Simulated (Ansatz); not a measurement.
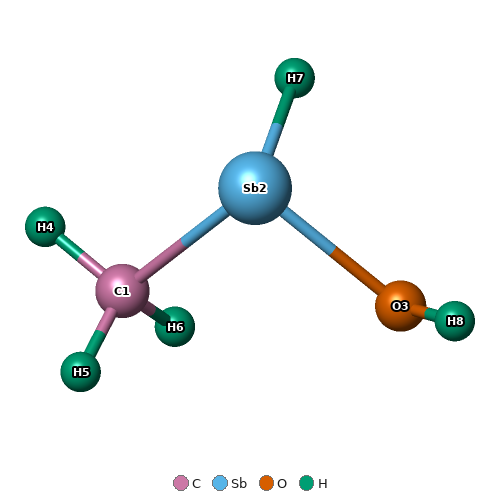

The system is CH₅OSb, SMILES [CH3][SbH][OH]; the picture shows the reference structure. The first coordinate is: umbrella angle at Sb2 (between each of its bonds and their common axis; 90 is planar); the second: change of the bonds Sb2–C1, Sb2–O3, Sb2–H7, all alike. Nothing is relaxed (all other coordinates rigid). Grid: 15 × 15 points. Points are written as (first, second). Energies: kJ/mol, counted from the relaxed molecule at the same level. Energies and slopes of some neighbouring points disagree (a jump in structure or state, or too coarse a mesh). Level of theory: RHF/def2-SVP (Ansatz).

Its coordinates:

```xyz
8

C    -0.7319    0.9080   -0.3086
Sb    0.9435    0.0487    0.7422
O     0.3437   -1.8155    0.4587
H    -0.4726    1.9003   -0.6800
H    -1.5878    0.9905    0.3603
H    -0.9874    0.2589   -1.1450
H     1.9749    0.0996   -0.6152
H     0.5176   -2.3905    1.1877
```

Range: umbrella angle at Sb2 (between each of its bonds and their common axis; 90 is planar) from 46.0 to 134.0°; change of the bonds Sb2–C1, Sb2–O3, Sb2–H7, all alike from −0.214 to 0.331 Å.

Question: Predict the map.

Answer: The lowest grid point is at (121.4°, −0.019 Å), 1.1 kJ/mol from the relaxed molecule at the same level. Other grid points that lie below all their neighbours: (58.6°, 0.019 Å) (3.2 kJ/mol higher). The highest grid point, (90.0°, 0.331 Å), lies 519 kJ/mol above the lowest.

```csv
"second ↓, first →",46.0,52.3,58.6,64.9,71.2,77.4,83.7,90.0,96.3,102.6,108.8,115.1,121.4,127.7,134.0
0.331,250,198,183,199,244,314,410,520,438,338,262,212,189,195,233
0.292,220,166,150,166,213,285,383,487,410,308,230,178,154,162,202
0.253,193,135,118,135,183,258,357,454,382,279,200,146,122,130,174
0.214,168,107,89,106,156,232,333,421,356,253,171,116,92,101,148
0.175,148,82,63,81,131,209,311,392,332,228,146,90,65,75,125
0.136,131,62,40,58,110,190,291,364,309,207,123,66,42,53,107
0.097,120,46,23,40,93,174,274,341,290,190,105,47,22,36,93
0.058,115,35,10,28,81,162,261,322,275,176,91,33,9,24,86
0.019,118,32,4,21,75,157,253,309,264,169,84,25,1,18,86
−0.019,129,36,6,22,76,158,251,303,261,167,83,24,1,21,93
−0.058,150,50,17,32,85,167,257,305,265,174,90,32,10,32,111
−0.097,183,75,38,52,105,185,273,317,278,191,108,50,29,55,140
−0.136,230,113,72,84,137,216,300,341,303,219,137,80,61,90,183
−0.175,293,167,121,131,182,260,341,378,342,260,180,124,107,141,242
−0.214,376,239,187,195,245,321,398,433,398,318,240,186,171,209,319
```

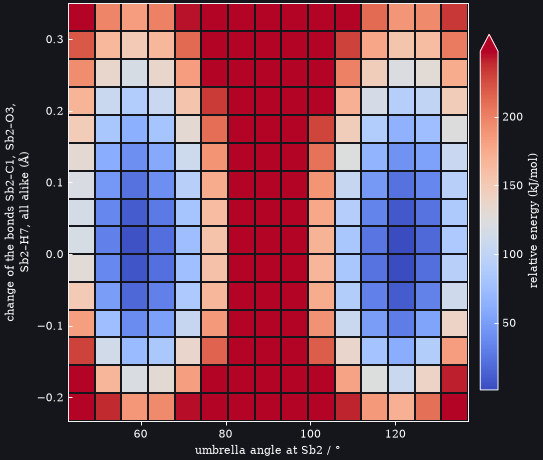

Drawn: one coloured cell a grid point, one colour for all values above the top of the scale.

Each point was launched as `ansatz run input.yaml --threads 1 --pin off --max-ram 2560MiB --backend cpu --events-out ev --progress --plain --runs-dir out`. The whole map (225 points run) took 5.7 min on 1 thread of Arm Neoverse V2, on a shared host.
